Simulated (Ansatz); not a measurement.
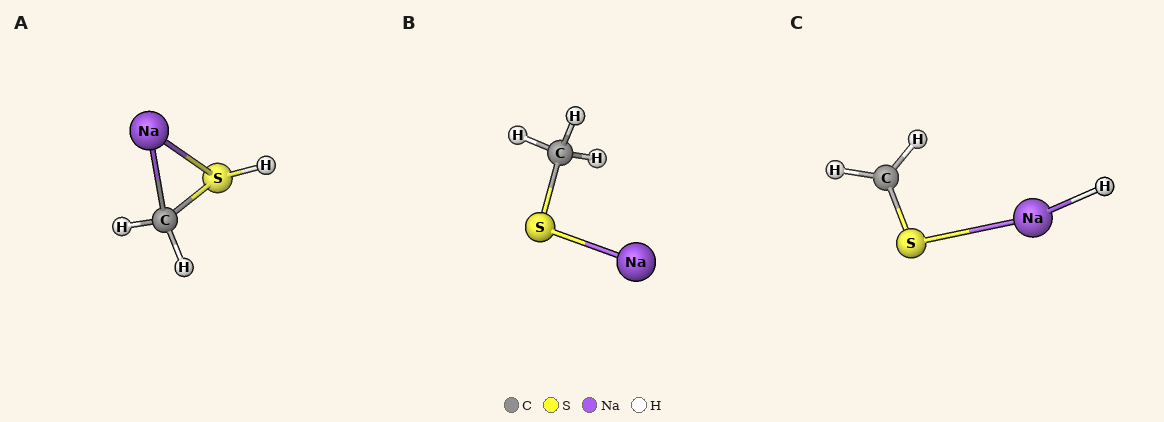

3 stationary structures of one formula. Geometries: PBE-D4/def2-SVP. Electronic energies: PBE-D4/def2-SVP (Ansatz 0.2.0), without zero-point energy. No frequency run is at hand to confirm each as a minimum.

Question: Which is lowest in energy, and by how much?

Answer: B is lowest; A lies 35.2 kcal/mol above it (C1), C lies 56.9 kcal/mol above it (C1).
